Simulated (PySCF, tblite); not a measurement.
**C6H13AlS2: geometry, infrared bands and NMR shifts**

Aim: predict the infrared bands and NMR shifts of C6H13AlS2 (`CCCC[C@H]1C[S][AlH][S]1`).

The runs use tblite 0.8.0 and PySCF 2.14.0, with density-fitted response routines of our own; the level of theory stands in each step. All values are computed, except where a source is named. Atoms are numbered from 0 throughout.

## (1) The molecule as given

22 atoms, charge 0, multiplicity 1; geometry from: force field or distance geometry start.

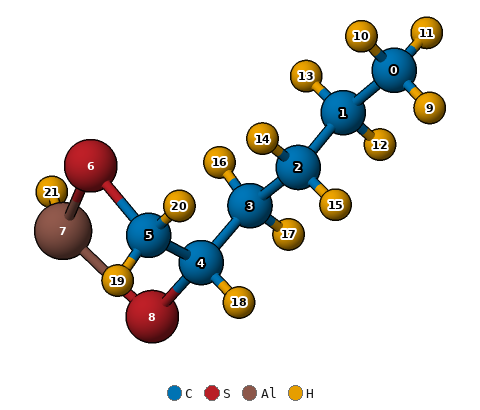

The starting geometry (carbon blue, sulfur red, aluminium brown, hydrogen amber), atoms numbered.

## (2) Relaxing the molecule with GFN2-xTB

Job settings and geometry (Å):

```
{"job": {"kind": "relax", "xc": "GFN2-xTB", "basis": "xTB"}, "charge": 0, "multiplicity": 1}
C      3.190200    -0.003400     0.856800
C      2.052700     0.191300    -0.152000
C      0.781500    -0.456400     0.345800
C     -0.265600    -0.187000    -0.751600
C     -1.607400    -0.780800    -0.387800
C     -2.232400    -0.262200     0.852900
S     -2.427400     1.544600     0.709300
Al    -3.355700     1.527100    -1.370900
S     -2.803500    -0.665900    -1.755900
H      3.348200    -1.076200     1.074700
H      2.957600     0.542200     1.795700
H      4.092400     0.454500     0.430700
H      2.366400    -0.370500    -1.059600
H      1.857300     1.250400    -0.339700
H      0.450900     0.028300     1.294900
H      0.975800    -1.524200     0.517200
H     -0.296900     0.904400    -0.905100
H      0.106200    -0.716800    -1.653500
H     -1.429300    -1.881100    -0.258800
H     -3.174600    -0.787400     1.076700
H     -1.526700    -0.411200     1.713400
H     -3.070000     2.699700    -2.434700
```

Command:

```
$ OMP_NUM_THREADS=1 python probes_run.py task.json out
```

One launch serves the whole session: the jobs run in the order shown.

Output:

```text
step      E/eV     max force
  0    -736.76086    1.725
  1    -736.95889    1.537
  2    -737.13341    1.138
  3    -737.25332    0.814
  4    -737.34566    0.686
  5    -737.40881    0.625
  6    -737.45523    0.409
  7    -737.48066    0.292
  8    -737.49354    0.204
  9    -737.50198    0.183
 10    -737.50788    0.155
 11    -737.51195    0.123
 12    -737.51534    0.112
 13    -737.51857    0.129
 14    -737.52111    0.126
 15    -737.52258    0.097
 16    -737.52345    0.071
 17    -737.52424    0.066
 18    -737.52502    0.068
 19    -737.52561    0.044
 20    -737.52599    0.044
 21    -737.52632    0.038
 22    -737.52670    0.043
 23    -737.52709    0.051
 24    -737.52740    0.041
 25    -737.52763    0.033
 26    -737.52783    0.038
 27    -737.52804    0.033
 28    -737.52819    0.027
 29    -737.52831    0.026
 30    -737.52840    0.023
 31    -737.52850    0.026
 32    -737.52860    0.021
 33    -737.52870    0.020
 34    -737.52879    0.021
 35    -737.52890    0.026
 36    -737.52902    0.029
 37    -737.52913    0.024
 38    -737.52922    0.027
 39    -737.52932    0.031
 40    -737.52944    0.030
 41    -737.52959    0.042
 42    -737.52979    0.042
 43    -737.53003    0.031
 44    -737.53028    0.040
 45    -737.53053    0.040
 46    -737.53076    0.042
 47    -737.53096    0.034
 48    -737.53116    0.030
 49    -737.53136    0.035
 50    -737.53156    0.038
 51    -737.53173    0.043
 52    -737.53186    0.033
 53    -737.53197    0.026
 54    -737.53207    0.023
 55    -737.53219    0.031
 56    -737.53232    0.036
 57    -737.53248    0.038
 58    -737.53264    0.029
 59    -737.53278    0.025
 60    -737.53288    0.022
 61    -737.53296    0.021
 62    -737.53305    0.023
 63    -737.53317    0.034
 64    -737.53329    0.033
 65    -737.53339    0.020
 66    -737.53348    0.027
 67    -737.53356    0.026
 68    -737.53367    0.034
 69    -737.53379    0.029
 70    -737.53389    0.019
 71    -737.53396    0.020
 72    -737.53402    0.017
 73    -737.53407    0.014
 74    -737.53410    0.015
 75    -737.53413    0.015
 76    -737.53418    0.017
 77    -737.53424    0.019
 78    -737.53432    0.021
 79    -737.53440    0.020
 80    -737.53446    0.016
 81    -737.53451    0.014
 82    -737.53455    0.016
 83    -737.53460    0.018
 84    -737.53464    0.019
 85    -737.53468    0.011
 86    -737.53471    0.011
 87    -737.53474    0.011
 88    -737.53475    0.012
 89    -737.53477    0.010
 90    -737.53479    0.009
```

Wall time 1.7 s (1 thread of Arm Neoverse N1, shared host).

Along the way: (not every step is listed)

| step | energy from step 0 (eV) | largest force (eV/Å) |
| --- | --- | --- |
| 0 | 0.0000 | 1.7247 |
| 1 | -0.1980 | 1.5371 |
| 2 | -0.3726 | 1.1377 |
| 3 | -0.4925 | 0.8136 |
| 4 | -0.5848 | 0.6857 |
| 5 | -0.6480 | 0.6253 |
| 6 | -0.6944 | 0.4085 |
| 7 | -0.7198 | 0.2920 |
| 8 | -0.7327 | 0.2043 |
| 15 | -0.7617 | 0.0968 |
| 22 | -0.7658 | 0.0432 |
| 29 | -0.7675 | 0.0261 |
| 36 | -0.7682 | 0.0287 |
| 43 | -0.7692 | 0.0306 |
| 50 | -0.7707 | 0.0382 |
| 57 | -0.7716 | 0.0381 |
| 64 | -0.7724 | 0.0327 |
| 71 | -0.7731 | 0.0198 |
| 78 | -0.7735 | 0.0213 |
| 85 | -0.7738 | 0.0112 |
| 86 | -0.7739 | 0.0107 |
| 87 | -0.7739 | 0.0112 |
| 88 | -0.7739 | 0.0124 |
| 89 | -0.7739 | 0.0103 |
| 90 | -0.7739 | 0.0088 |

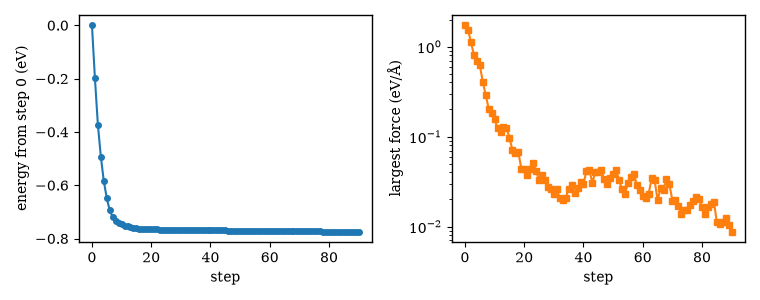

Energy and largest force along the relaxation.

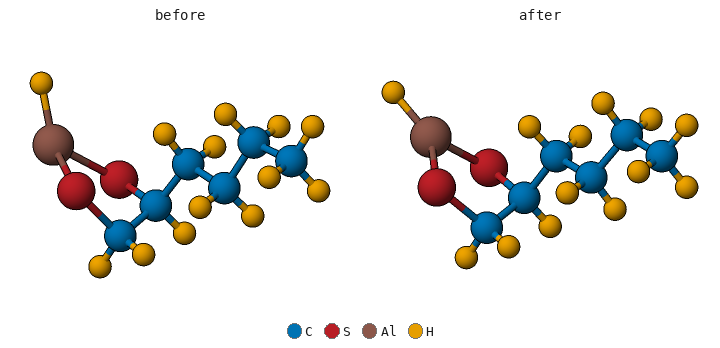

Before and after, at one scale.

Distances of close pairs at the start and the end, largest changes first:

| bond | before (Å) | after (Å) | change (Å) |
| --- | --- | --- | --- |
| Al7–H21 | 1.609 | 1.513 | -0.096 |
| Al7–S8 | 2.294 | 2.201 | -0.093 |
| S6–Al7 | 2.278 | 2.200 | -0.078 |
| C4–C5 | 1.483 | 1.528 | +0.045 |
| C4–S8 | 1.821 | 1.860 | +0.039 |
| C5–H20 | 1.123 | 1.090 | -0.033 |
| C4–H18 | 1.122 | 1.094 | -0.028 |
| C5–S6 | 1.823 | 1.851 | +0.028 |

The end geometry stands in the next job.

## (3) Infrared spectrum with GFN2-xTB

Job settings and geometry (Å):

```
{"job": {"kind": "ir", "xc": "GFN2-xTB", "basis": "xTB"}, "charge": 0, "multiplicity": 1}
C      3.242715    -0.052709     0.911209
C      2.177912     0.131389    -0.163141
C      0.810937    -0.363056     0.306273
C     -0.252266    -0.177319    -0.774579
C     -1.602181    -0.790548    -0.424146
C     -2.248770    -0.220194     0.837548
S     -2.608128     1.594565     0.787444
Al    -3.103928     1.453230    -1.351627
S     -2.742122    -0.650354    -1.887603
H      3.346985    -1.104184     1.169866
H      2.977015     0.497170     1.811371
H      4.205338     0.310593     0.559680
H      2.472183    -0.413908    -1.062488
H      2.107127     1.189340    -0.424842
H      0.529041     0.189711     1.203826
H      0.879302    -1.422116     0.566418
H     -0.395685     0.899728    -0.967784
H      0.095139    -0.629713    -1.706140
H     -1.488040    -1.867949    -0.272903
H     -3.188715    -0.736011     1.037520
H     -1.587085    -0.367308     1.690929
H     -3.637183     2.549030    -2.248465
```

Output:

```text
mode    cm-1     km/mol
  1      37.6      0.36
  2      53.8      2.18
  3      65.9      1.91
  4     102.5      0.25
  5     127.6      2.55
  6     192.5      1.06
  7     216.3      6.64
  8     237.1      0.14
  9     264.8      3.24
 10     292.2      0.76
 11     334.6    107.02
 12     364.0     13.65
 13     435.6     18.60
 14     443.2    193.50
 15     472.6     25.74
 16     486.2     26.33
 17     561.9    147.42
 18     636.2      5.45
 19     706.8      1.06
 20     777.2     13.53
 21     829.5      1.33
 22     865.4      1.74
 23     912.6      2.10
 24     944.0      2.88
 25     970.3      2.37
 26    1058.6      0.79
 27    1081.8      2.01
 28    1090.3      0.97
 29    1105.0      0.95
 30    1128.7      4.99
 31    1153.9      0.54
 32    1176.6     17.52
 33    1210.7      1.36
 34    1240.1      7.17
 35    1263.0      5.63
 36    1271.1      4.34
 37    1283.5      0.61
 38    1294.4      2.85
 39    1338.3      2.76
 40    1368.5      1.33
 41    1417.6      1.64
 42    1441.7      6.98
 43    1467.2      3.73
 44    1487.4      0.07
 45    1496.6      0.13
 46    1503.8      3.72
 47    1505.3      1.70
 48    1944.6    425.40
 49    2827.5     85.61
 50    2940.3      9.75
 51    2965.6      2.80
 52    2974.0      7.14
 53    2975.5     23.87
 54    2978.0     31.57
 55    2984.5     28.14
 56    2991.2      9.40
 57    2995.0     51.45
 58    3033.2     51.80
 59    3035.9     45.24
 60    3042.2     33.23
```

Wall time 2.1 s (1 thread of Arm Neoverse N1, shared host).

Which atoms move in the most intense modes:

| cm⁻¹ | km/mol | atoms |
| --- | --- | --- |
| 335 | 107.0 | H21 76 %, Al7 15 % |
| 443 | 193.5 | H21 81 % |
| 562 | 147.4 | Al7 33 %, S6 18 %, S8 14 %, C4 13 % |
| 1945 | 425.4 | H21 96 % |
| 2828 | 85.6 | H16 93 % |
| 2995 | 51.5 | H14 47 %, H20 29 % |
| 3033 | 51.8 | H9 58 %, H10 31 % |
| 3036 | 45.2 | H10 49 %, H9 25 %, H11 17 % |

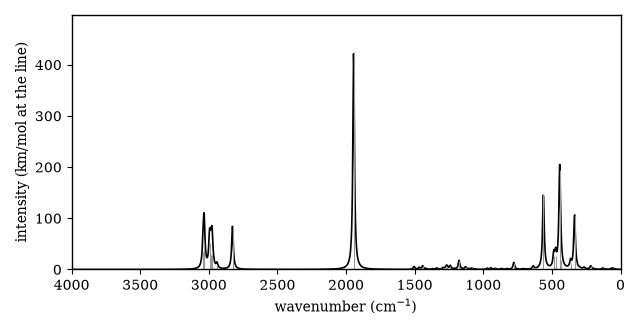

The infrared spectrum from these modes, unscaled. Lines are broadened to a width of 14 cm⁻¹ (Lorentzian).

## (4) Nuclear shieldings: PBE0/pcSseg-1

The job, as its differences from that of step 3:

```diff
@@ -1,2 +1,2 @@
-{"job": {"kind": "ir", "xc": "GFN2-xTB", "basis": "xTB"}, "charge": 0, "multiplicity": 1}
+{"job": {"kind": "nmr", "xc": "PBE0", "basis": "pcSseg-1"}, "charge": 0, "multiplicity": 1}
 C      3.242715    -0.052709     0.911209
```

Method: GIAO PBE0/pcSseg-1 NMR shielding, non-relativistic, gas phase.

Output:

```text
coarse grid: 19448 points
cycle   1  E = -1274.4892537963  dE =  8.277e-01  |g| = 4.441e-01  |ddm| = 4.257e+00
cycle   2  E = -1274.4833610120  dE =  5.893e-03  |g| = 4.939e-01  |ddm| = 1.057e+00
cycle   3  E = -1274.5501173745  dE = -6.676e-02  |g| = 4.297e-02  |ddm| = 5.620e-01
cycle   4  E = -1274.5504291730  dE = -3.118e-04  |g| = 2.416e-02  |ddm| = 6.904e-02
cycle   5  E = -1274.5505661990  dE = -1.370e-04  |g| = 7.016e-03  |ddm| = 3.204e-02
cycle   6  E = -1274.5505787714  dE = -1.257e-05  |g| = 2.401e-03  |ddm| = 1.301e-02
cycle   7  E = -1274.5505804112  dE = -1.640e-06  |g| = 4.420e-04  |ddm| = 3.748e-03
final grid: 172472 points
cycle   8  E = -1274.6089607937  dE = -5.421e-05  |g| = 1.118e-02  |ddm| = 3.871e-02
cycle   9  E = -1274.6089346215  dE =  2.617e-05  |g| = 1.490e-02  |ddm| = 2.583e-02
cycle  10  E = -1274.6089920018  dE = -5.738e-05  |g| = 1.582e-03  |ddm| = 1.718e-02
cycle  11  E = -1274.6089926774  dE = -6.756e-07  |g| = 2.683e-04  |ddm| = 2.218e-03
cycle  12  E = -1274.6089926949  dE = -1.759e-08  |g| = 6.486e-05  |ddm| = 3.195e-04
cycle  13  E = -1274.6089926959  dE = -1.012e-09  |g| = 2.398e-05  |ddm| = 9.888e-05
cycle  14  E = -1274.6089926961  dE = -1.417e-10  |g| = 3.882e-06  |ddm| = 2.650e-05
converged SCF energy = -1274.6089926961

GIAO shielding tensors (ppm)
atom      isotropic    diamagn.    paramagn.     s11        s22        s33       span
  0 C      169.814     244.567     -74.753    158.122    163.020    188.300     30.177
  1 C      158.795     246.893     -88.098    145.968    156.918    173.500     27.532
  2 C      151.142     251.115     -99.973    131.377    147.820    174.230     42.853
  3 C      139.685     250.731    -111.046    106.824    126.741    185.489     78.665
  4 C      132.972     249.143    -116.171    107.336    134.234    157.347     50.011
  5 C      144.521     251.314    -106.793    114.563    154.742    164.259     49.696
  6 S      632.715    1057.823    -425.108    519.364    636.003    742.778    223.414
  7 Al     297.750     796.307    -498.557    243.001    311.082    339.167     96.166
  8 S      501.890    1058.310    -556.420    355.282    481.505    668.883    313.601
  9 H       30.794      28.580       2.214     26.464     29.056     36.863     10.399
 10 H       30.782      28.935       1.847     26.181     29.625     36.540     10.359
 11 H       30.460      26.384       4.076     25.577     27.460     38.343     12.765
 12 H       30.472      31.662      -1.191     25.050     31.056     35.309     10.258
 13 H       30.500      31.988      -1.488     25.255     31.518     34.728      9.473
 14 H       30.567      34.772      -4.205     24.740     32.526     34.435      9.695
 15 H       30.853      34.666      -3.813     25.717     31.874     34.969      9.251
 16 H       30.173      34.941      -4.768     26.326     29.796     34.397      8.071
 17 H       29.986      34.078      -4.092     23.749     32.523     33.687      9.938
 18 H       28.199      32.783      -4.585     23.461     27.071     34.065     10.604
 19 H       28.575      30.984      -2.409     22.266     27.029     36.429     14.164
 20 H       28.276      32.498      -4.222     23.137     26.867     34.823     11.686
 21 H       26.486      27.936      -1.449     22.672     22.940     33.847     11.175
```

Wall time 1.8 min (1 thread of Arm Neoverse N1, shared host); peak memory 1.1 GiB.

The references, computed at this level on geometries of the same kind, shield at (ppm): ¹H TMS 31.72, ¹³C TMS 186.9, ³³S CS2 504, ²⁷Al AlH4- 490.0. Their shielding less the atom's gives the shift. The references are single molecules in the gas phase. Shifts against hydride references such as AlH4− lie on their own scale. Atoms listed in one row are averaged.

| atoms | environment | σ (ppm) | δ (ppm) |
| --- | --- | --- | --- |
| C4 | sp3 CH bonded to S | 133.0 | 54.0 |
| C3 | sp3 CH2 | 139.7 | 47.2 |
| C5 | sp3 CH2 bonded to S | 144.5 | 42.4 |
| C2 | sp3 CH2 | 151.1 | 35.8 |
| C1 | sp3 CH2 | 158.8 | 28.1 |
| C0 | methyl carbon | 169.8 | 17.1 |
| H21 | hydrogen on an aluminium bonded to 2 S, in a 5-membered ring | 26.49 | 5.23 |
| H18 | hydrogen on an sp3 CH bonded to S | 28.20 | 3.52 |
| H20 | hydrogen on an sp3 CH2 bonded to S | 28.28 | 3.44 |
| H19 | hydrogen on an sp3 CH2 bonded to S | 28.57 | 3.14 |
| H17 | hydrogen on an sp3 CH2 | 29.99 | 1.73 |
| H16 | hydrogen on an sp3 CH2 | 30.17 | 1.54 |
| H12 | hydrogen on an sp3 CH2 | 30.47 | 1.25 |
| H13 | hydrogen on an sp3 CH2 | 30.50 | 1.22 |
| H14 | hydrogen on an sp3 CH2 | 30.57 | 1.15 |
| H9, H10, H11 | hydrogen on a methyl carbon | 30.68 | 1.04 |
| H15 | hydrogen on an sp3 CH2 | 30.85 | 0.86 |
| S8 | sulfur bonded to C, Al, in a 5-membered ring | 502 | 2 |
| S6 | sulfur bonded to C, Al, in a 5-membered ring | 633 | -129 |
| Al7 | aluminium bonded to 2 S, H, in a 5-membered ring | 297.8 | 192.2 |

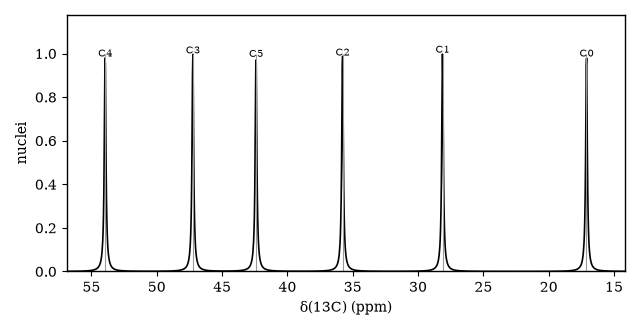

¹³C lines at the computed shifts, without couplings. Lines are broadened to a width of 0.15 ppm (Lorentzian).

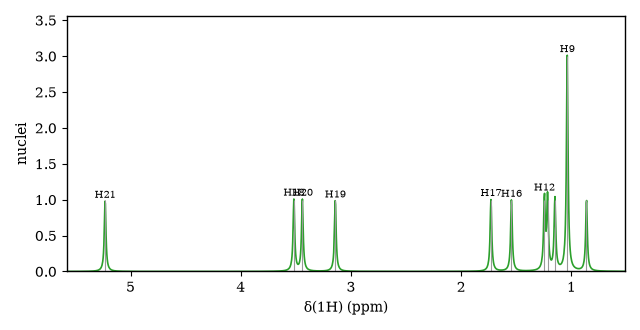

¹H lines at the computed shifts, without couplings. Lines are broadened to a width of 0.02 ppm (Lorentzian).

The run also stored atomic charges by several schemes (e):

| atoms | Mulliken | IAO | Hirshfeld | ESP fit |
| --- | --- | --- | --- | --- |
| C0 | -0.25 | -0.42 | -0.12 | -0.37 |
| C1 | -0.27 | -0.24 | -0.06 | 0.23 |
| C2 | -0.25 | -0.25 | -0.07 | 0.07 |
| C3 | -0.15 | -0.24 | -0.08 | -0.24 |
| C4 | -0.42 | -0.16 | -0.02 | -0.12 |
| C5 | -0.25 | -0.33 | -0.07 | -0.32 |
| S6 | -0.32 | -0.24 | -0.15 | -0.33 |
| Al7 | 0.77 | 0.65 | 0.43 | 0.74 |
| S8 | -0.26 | -0.25 | -0.16 | -0.36 |

Mulliken charges:

C0 -0.25; C1 -0.27; C2 -0.25; C3 -0.15; C4 -0.42; C5 -0.25; S6 -0.32; Al7 0.77; S8 -0.26; H9 0.11; H10 0.11; H11 0.12; H12 0.12; H13 0.12; H14 0.13; H15 0.12; H16 0.11; H17 0.14; H18 0.16; H19 0.17; H20 0.17; H21 -0.18

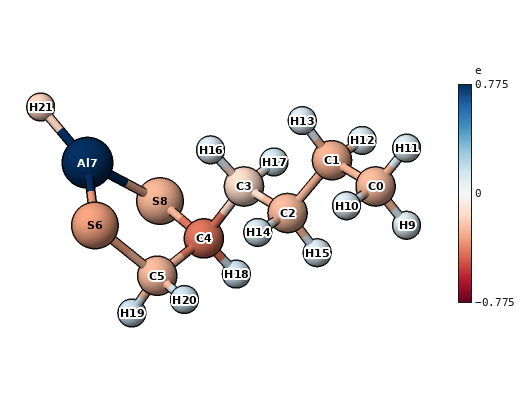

Mulliken charges, as colours on the atoms.

Mayer bond orders: C0–C1 1.07, C1–C2 1.04, C2–C3 1.03, C3–C4 0.96, C4–C5 0.98, C5–S6 0.99, S6–Al7 0.96, Al7–S8 0.98, S8–C4 1.00.

Ring of atoms C4, C5, S6, Al7, S8: NICS(0) -8.6, NICS(1) -4.9, NICS(1)zz -4.7 ppm (means of both faces).

## (5) What came out

```
                                                              quantity                                                                 value
                             strongest single infrared mode (GFN2-xTB)                                                 1945 cm⁻¹, 425 km/mol
                                          zero-point energy (GFN2-xTB)                                                        110.7 kcal/mol
                                ¹³C shifts against TMS (PBE0/pcSseg-1)                                54.0, 47.2, 42.4, 35.8, 28.1, 17.1 ppm
¹H shifts against TMS (PBE0/pcSseg-1, means over atoms taken as alike)  5.23, 3.52, 3.44, 3.14, 1.73, 1.54, 1.25, 1.22, 1.15, 1.04, 0.86 ppm
                                ³³S shifts against CS2 (PBE0/pcSseg-1)                                                           2, -129 ppm
                             ²⁷Al shifts against AlH4- (PBE0/pcSseg-1)                                                             192.2 ppm
```

**Reading.** The optimisation took 90 steps and gained 0.774 eV; among the close pairs (by a distance rule), Al7–H21 changed most, from 1.609 to 1.513 Å. All 60 modes are real, so the xTB geometry is a minimum. The strongest single mode, at 1945 cm⁻¹, moves mainly H21. GFN2-xTB is a fitted tight-binding method: band positions and strengths are rough. Its intensities can rank the bands wrongly. At PBE0/pcSseg-1: Shielding is most anisotropic at S8 (span 314 ppm, paramagnetic term -556 ppm).
